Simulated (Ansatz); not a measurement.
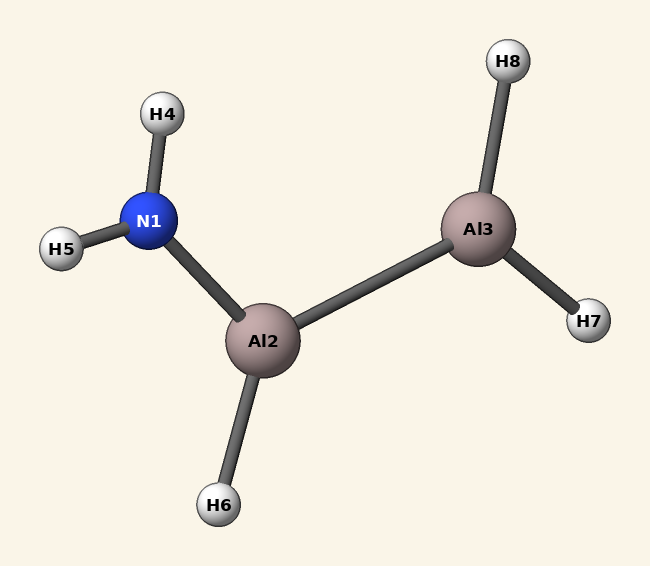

Atoms carry their numbers in the input. Computed geometry: PBE0-D4/def2-TZVP optimisation. No frequency run is at hand to confirm it as a minimum.

What are the angles Al2–N1–H4, Al2–N1–H5, H4–N1–H5, N1–Al2–Al3, N1–Al2–H6, Al3–Al2–H6, Al2–Al3–H7, Al2–Al3–H8, H7–Al3–H8?

| angle | degrees |
| --- | --- |
| Al2–N1–H4 | 124.7 |
| Al2–N1–H5 | 125.2 |
| H4–N1–H5 | 110.1 |
| N1–Al2–Al3 | 116.7 |
| N1–Al2–H6 | 114.9 |
| Al3–Al2–H6 | 128.4 |
| Al2–Al3–H7 | 123.4 |
| Al2–Al3–H8 | 120.9 |
| H7–Al3–H8 | 115.7 |
